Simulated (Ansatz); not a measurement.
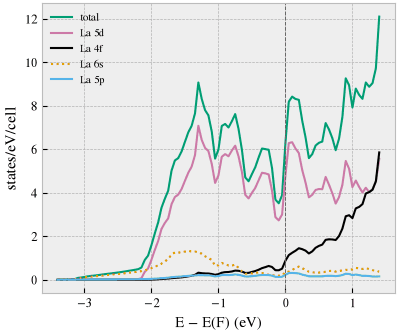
Fig. 1. Total and projected density of states of La (dhcp (α-La type), P6_3/mmc), PBEsol in the plane-wave PAW code Ansatz

Which orbitals carry the states next to the Fermi level?

Within 0.5 eV of the Fermi level: La 5d 75 %, La 4f 15 %, La 6s 6 %. Projections are on Löwdin-orthogonalised atomic valence shells; empty p or d shells of many metals are not among them.

Where is the tallest occupied peak in this window, and what makes it?

Near -1.3 eV, about 9.1 states/eV per cell; the largest projected share is La 5d.

Symmetry was held in the PBEsol relaxation. Scalar-relativistic: spin–orbit coupling is off unless named, which matters more the heavier the elements.

Potentials: the earlier of the program's two PAW sets. The files were generated under PBE; for other functionals the program regenerates the frozen cores, and for LDA and PBEsol the local potential too.
